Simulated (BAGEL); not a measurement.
# AlNH4O2 (SMILES [NH2][Al]([OH])[OH]): a chain of runs

Wanted: the energy (HF/6-31G*), then the energy (NEVPT2(2,2)/6-31G*), then the energy (CASPT2(2,2)/6-31G*) of AlNH4O2. 

Program for the calculation: BAGEL 1.2.2.

1 further run of the same task is left out (set aside as unsound or not needed).

## Step 1: The structure to begin with

AlNH4O2: 8 atoms, total charge 0, spin state singlet. As SMILES, `[NH2][Al]([OH])[OH]`. One bond was lengthened or shortened from a relaxed shape.

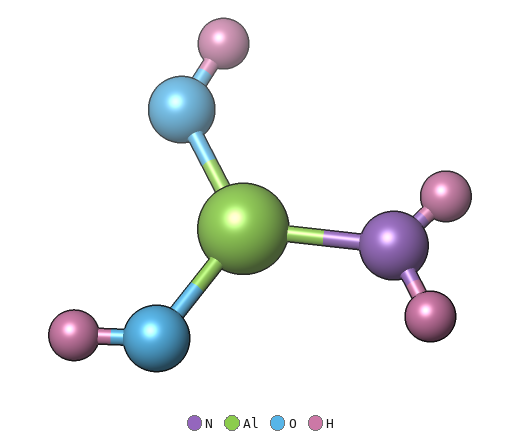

Viewed from a chosen angle; nitrogen purple, aluminium green, oxygen blue, hydrogen pink.

## Step 2: The energy at HF/6-31G(d) (density fitting with svp-jkfit, spherical functions) (run 1)

File input.json:

```json
{ "bagel" : [

{
  "title" : "molecule",
  "basis" : "6-31gs.json",
  "df_basis" : "svp-jkfit",
  "angstrom" : "false",
  "geometry" : [
    { "atom" : "N", "xyz" : [ -0.69062120,  2.81716024,  0.25283969 ] },
    { "atom" : "Al", "xyz" : [  0.20756563, -0.36740622, -0.07635060 ] },
    { "atom" : "O", "xyz" : [  3.13191681, -1.29677353, -0.99419058 ] },
    { "atom" : "O", "xyz" : [ -1.98829613, -2.60068456,  0.56502244 ] },
    { "atom" : "H", "xyz" : [  0.25095563,  4.10070569, -0.01700754 ] },
    { "atom" : "H", "xyz" : [ -2.42765745,  3.36725952,  0.79840362 ] },
    { "atom" : "H", "xyz" : [  4.48798427, -0.17748875, -1.39443458 ] },
    { "atom" : "H", "xyz" : [ -1.63435043, -4.36512184,  0.42707243 ] }
  ]
},
{ "title" : "hf", "charge" : 0 },
{ "title" : "print", "file" : "orbitals.molden", "orbitals" : "true" }

]}
```

The basis set 6-31G* is read from a file made from the Basis Set Exchange's data (not shown).

Launch:

```bash
$ BAGEL_NUM_THREADS=1 BAGEL input.json > input.out
```

The program printed:

```text
* using 1 threads per process

  ===============================================================
  ===============================================================

  *** Geometry ***

  { "atom" : "N", "xyz" : [     -0.690621,      2.817160,      0.252840 ] },
  { "atom" : "Al", "xyz" : [      0.207566,     -0.367406,     -0.076351 ] },
  { "atom" : "O", "xyz" : [      3.131917,     -1.296774,     -0.994191 ] },
[... 4 lines of this table left out ...]
  { "atom" : "H", "xyz" : [     -1.634350,     -4.365122,      0.427072 ] },

  Number of auxiliary basis functions:      431

  Since a DF basis is specified, we compute 2- and 3-index integrals:
    o Being stored without compression. Storage requirement is 0.016 GB

  Number of basis functions:       68
  Number of electrons      :       40

    * METHOD: MOLECULE                             0.17

  *** RHF ***

  === Nuclear Repulsion ===
   162.5872856288

      * DIIS with orbital gradients will be used.

  === RHF iteration (6-31gs.json) ===
      0       -448.08695487          0.03526087           0.04
      1       -448.36252318          0.02151834           0.04
      2       -448.51180173          0.00163250           0.04
[... 9 lines of this table left out ...]
     12       -448.51298676          0.00000001           0.04
    * SCF iteration converged.

    * Permanent dipole moment:
           (   -0.449157,    -0.562555,     0.129318) a.u.

    * METHOD: HF                                   0.62

    * METHOD: PRINT                                0.01

  ===============================================================
```

Wall time 0.95 s (1 thread of Arm Neoverse V1, shared host); peak memory 0.089 GiB.

## Step 3: A single-point energy at NEVPT2(2,2)/6-31G(d) (density fitting with svp-jkfit, spherical functions) (run 2)

File input.json:

```json
{ "bagel": [

{
  "title": "molecule",
  "basis": "6-31gs.json",
  "df_basis": "svp-jkfit",
  "angstrom": false,
  "geometry": [
    { "atom": "N", "xyz": [    -0.69062120,     2.81716024,     0.25283969 ] },
    { "atom": "Al", "xyz": [     0.20756563,    -0.36740622,    -0.07635060 ] },
    { "atom": "O", "xyz": [     3.13191681,    -1.29677353,    -0.99419058 ] },
    { "atom": "O", "xyz": [    -1.98829613,    -2.60068456,     0.56502244 ] },
    { "atom": "H", "xyz": [     0.25095563,     4.10070569,    -0.01700754 ] },
    { "atom": "H", "xyz": [    -2.42765745,     3.36725952,     0.79840362 ] },
    { "atom": "H", "xyz": [     4.48798427,    -0.17748875,    -1.39443458 ] },
    { "atom": "H", "xyz": [    -1.63435043,    -4.36512184,     0.42707243 ] }
  ]
},

{ "title": "hf" },

{ "title": "nevpt2", "nstate": 1, "nact": 2, "nclosed": 19, "active": [11, 29], "maxiter": 200, "natocc": true, "ncore": 8 },

{ "title": "print", "file": "orbitals.molden", "orbitals": true }

]}
```

The basis set 6-31G* is read from a file made from the Basis Set Exchange's data (not shown).

Launch:

```bash
$ BAGEL_NUM_THREADS=1 BAGEL input.json > input.out
```

The program printed:

```text
* using 1 threads per process

  ===============================================================
  ===============================================================

  *** Geometry ***

  { "atom" : "N", "xyz" : [     -0.690621,      2.817160,      0.252840 ] },
  { "atom" : "Al", "xyz" : [      0.207566,     -0.367406,     -0.076351 ] },
  { "atom" : "O", "xyz" : [      3.131917,     -1.296774,     -0.994191 ] },
[... 4 lines of this table left out ...]
  { "atom" : "H", "xyz" : [     -1.634350,     -4.365122,      0.427072 ] },

[... 23 lines left out ...]
    * SCF iteration converged.
[... 1 line left out ...]
    * Permanent dipole moment:
[... 28 lines left out ...]
    * Second-order optimization converged. *
[... 9 lines left out ...]
     * ci vector, state   0, <S^2> = 0.0000
       2.     0.9976355639
       .2    -0.0687261357

  === DF-NEVPT2 calculation ===

    * 3-index integral transformation done
    * assembly done

      NEVPT2 correlation energy:   -0.5554502835      0.10

          (+0)     -0.4982897224
          (+0)'    -0.0221589537
          (+1)     -0.0030477843
          (+1)'    -0.0000000000
          (+2)     -0.0002252124
          (-1)     -0.0256717386
          (-1)'     0.0000000000
          (-2)     -0.0060568720

      NEVPT2 total energy:       -449.0816154764

    * METHOD: NEVPT2                               2.30

    * METHOD: PRINT                                0.01

  ===============================================================
```

It took 3.3 s on 1 thread of Arm Neoverse V1, shared host; peak memory 0.14 GiB.

## Step 4: A single-point energy at CASPT2(2,2)/6-31G(d) (density fitting with svp-jkfit, spherical functions) (run 3)

File input.json:

```json
{ "bagel" : [

{
  "title" : "molecule",
  "basis" : "6-31gs.json",
  "df_basis" : "svp-jkfit",
  "angstrom" : "false",
  "geometry" : [
    { "atom" : "N", "xyz" : [    -0.69062120,     2.81716024,     0.25283969 ] },
    { "atom" : "Al", "xyz" : [     0.20756563,    -0.36740622,    -0.07635060 ] },
    { "atom" : "O", "xyz" : [     3.13191681,    -1.29677353,    -0.99419058 ] },
    { "atom" : "O", "xyz" : [    -1.98829613,    -2.60068456,     0.56502244 ] },
    { "atom" : "H", "xyz" : [     0.25095563,     4.10070569,    -0.01700754 ] },
    { "atom" : "H", "xyz" : [    -2.42765745,     3.36725952,     0.79840362 ] },
    { "atom" : "H", "xyz" : [     4.48798427,    -0.17748875,    -1.39443458 ] },
    { "atom" : "H", "xyz" : [    -1.63435043,    -4.36512184,     0.42707243 ] }
  ]
},

{
  "title" : "hf"
},

{
  "title" : "casscf",
  "nstate" : 1,
  "nact" : 2,
  "nclosed" : 19,
  "active" : [11, 29],
  "maxiter" : 200,
  "natocc" : "true"
},

{
  "title" : "print",
  "file" : "orbitals.molden",
  "orbitals" : "true"
},

{
  "title" : "smith",
  "method" : "caspt2",
  "ms" : "true",
  "xms" : "true",
  "sssr" : "true",
  "shift" : 0.2,
  "shift_imag" : "true",
  "ncore" : 8
}

]}
```

The basis set 6-31G* is read from a file made from the Basis Set Exchange's data (not shown).

Launch:

```bash
$ BAGEL_NUM_THREADS=1 BAGEL input.json > input.out
```

The program printed:

```text
* using 1 threads per process

  ===============================================================
  ===============================================================

  *** Geometry ***

  { "atom" : "N", "xyz" : [     -0.690621,      2.817160,      0.252840 ] },
  { "atom" : "Al", "xyz" : [      0.207566,     -0.367406,     -0.076351 ] },
  { "atom" : "O", "xyz" : [      3.131917,     -1.296774,     -0.994191 ] },
[... 4 lines of this table left out ...]
  { "atom" : "H", "xyz" : [     -1.634350,     -4.365122,      0.427072 ] },

[... 25 lines left out ...]
    * Permanent dipole moment:
[... 37 lines left out ...]
     * ci vector, state   0, <S^2> = 0.0000
[... 21 lines left out ...]
       #      aibj      arbs      arbi      airj      risj      airs      arst      rist         Etot      error   time
[... 10 lines left out ...]
      ------------------------------------------------------------------------------------------------------------------

    * CASPT2 energy : state  0     -449.0845277024
        w/o shift correction       -449.0824219911
        reference weight              0.8612656270

    * METHOD: SMITH                                0.49

  ===============================================================
```

Run time: 3.6 s. Hardware: 1 thread of Arm Neoverse V1, shared host; peak memory 0.15 GiB.

## Step 5: Outcome

```
                               quantity          value
         run 1, HF/6-31G*: total energy  -448.51299 Eh
        run 1, HF/6-31G*: dipole moment         1.86 D
          run 1, HF/6-31G*: HOMO energy      -10.77 eV
          run 1, HF/6-31G*: LUMO energy        3.08 eV
        run 1, HF/6-31G*: HOMO–LUMO gap       13.85 eV
run 2, NEVPT2(2,2)/6-31G*: total energy  -449.08162 Eh
run 3, CASPT2(2,2)/6-31G*: total energy  -449.08453 Eh
```
